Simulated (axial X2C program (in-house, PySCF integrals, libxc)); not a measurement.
Relativistic diatomic calculation for InAs

- system: InAs, single determinant with Ω = 1. The distance is the PBE0 minimum at charge 0.
- method: expectation values, HF and Kohn-Sham, two-component X2C with atomic mean-field Coulomb and Gaunt terms, In dyall-cv3z, As dyall-cv3z (cores contracted) (axial X2C program (in-house, PySCF integrals, libxc))

### Log
```
two-component X2C + atomic mean field  PBE0
basis functions 232  fitting functions 1239  grid points 5808
iter        total energy     max residual
   1      -8138.031997063     1.02e-05
   2      -8138.031997087     7.22e-06
   3      -8138.031997095     5.53e-06
   4      -8138.031997104     2.51e-06
   5      -8138.031997105     1.26e-06
converged
one-electron -11856.01047201  Coulomb 3655.11091500  exact exchange -60.28800433  xc functional -184.71371834  nuclear repulsion 311.95025522  atomic mean-field constant -4.08097264
```

### Expectation values by level of theory

| quantity | PBE0 | HF | PBE50 | PBE | BP86 |
| --- | --- | --- | --- | --- | --- |
| effective field for an electron dipole moment (GV/cm) | 0.246 | 5.73 | 0.497 | 0.171 | 0.230 |
| field gradient at the first nucleus (a.u.) | −5.10 | −5.27 | −5.26 | −4.92 | −4.92 |
| field gradient at the second nucleus (a.u.) | −3.91 | −3.56 | −3.78 | −4.07 | −4.12 |
| A∥/gI, first nucleus (MHz) | −45.9 | −56.4 | −34.4 | −60.3 | −70.7 |
| A∥/gI, second nucleus (MHz) | −445 | −365 | −423 | −453 | −426 |

Each column comes from one determinant with 2 or more unpaired spinors, which can mix states, in a basis with contracted cores. The levels disagree widely: the effective field runs from 0.171 to 5.73 GV/cm and A∥/gI at the first nucleus runs from −70.7 to −34.4 MHz. They may not all have settled in the same state, and these values aren't reliable properties of the molecule.

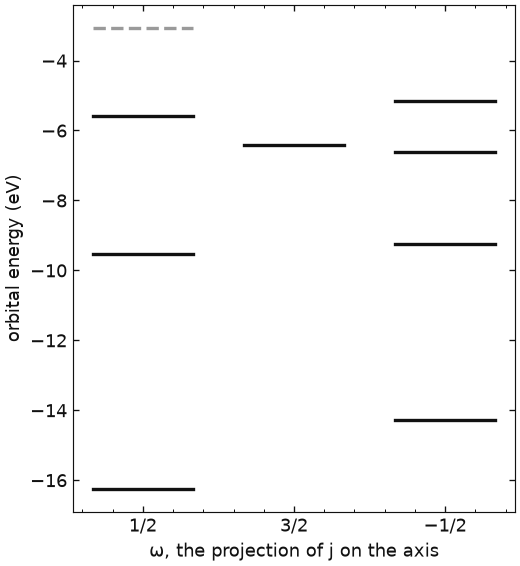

**Figure 1.** Orbital energies (PBE0) near the frontier at 2.74 Å, filled (solid) and empty (dashed). The highest filled spinor (−1/2; 51 % As p, 34 % In p) lies at −5.15 eV, the lowest empty one (1/2; 61 % As p, 36 % In p) at −3.07 eV.

### The input
```
{"zs": [49, 33], "q": 0, "bas": ["dyall-cv3z", "dyall-cv3z"], "r0": 2.63, "levels": ["PBE0", "HF", "PBE50", "PBE", "BP86"], "nst": 3}
```

The line is the task of a batch: nuclear charges, charge, bases, the levels to run, a first guess of the distance and further settings. This report covers the levels named above. The log is that of the reference distance, started from orbitals converged before.

The run was one of a batch that the task file lists, launched with:
```bash
python <driver script> task.json out
```

### Summary

- outcome: converged; the levels of theory disagree widely
- hardware: 1 thread of Intel Xeon (Granite Rapids), 96 GiB of memory available, shared host
- wall time: 4.5 s
- peak memory: 0.52 GiB
